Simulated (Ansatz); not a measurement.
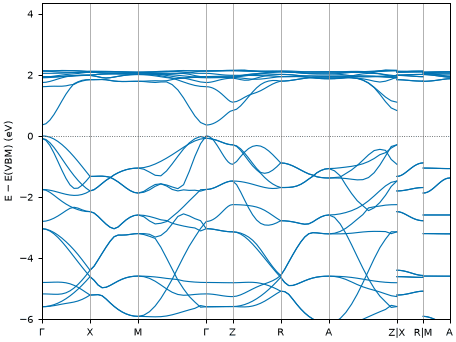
Figure: Band structure from the program Ansatz at the LDA level (PAW)

**Question.** Read off the gap and where the band edges lie.

**Answer.** About 0.4 eV (0.36 eV by a search for the band edges); maximum at Γ, minimum at Γ.

The material is LaTeCl in space group P4/nmm (No. 129; La on 2c, Te on 2c, Cl on 2a).

The first step of the workflow began from a Materials Project structure, measured or hypothetical; the Crystallography Open Database copy checked does not list it. Whether it is the stable phase at ambient conditions was not checked. The cell was relaxed with LDA under the symmetry of its start; of distortions, only those at the zone centre were tested. Scalar-relativistic: spin–orbit coupling is off unless named, which matters more the heavier the elements.

Potentials: the later of the program's two PAW sets.
